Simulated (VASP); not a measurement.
Band structure of Ge (diamond). Method: SCAN meta-GGA, VASP's PBE PAW potentials (set 64) (plane waves; VASP).

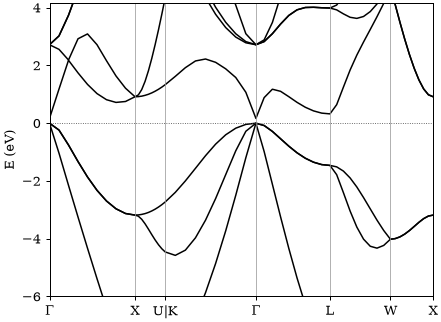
Figure. Bands along high-symmetry lines, zero at the valence-band maximum or, without a gap, the Fermi level

Q: Read the plot: is there a gap, and where are the band edges?

A: The gap is direct, 0.17 eV, from the valence maximum at Γ to the conduction minimum at Γ.

Measured: gap 0.79 eV (computed value off by -0.62 eV), as given by Anna Miglio et al., npj Computational Materials (2020), arXiv:2011.12765 [measured zero-point renormalisation of 52 meV added back].

The compound is Ge in the diamond structure. The cell was not relaxed at this level.
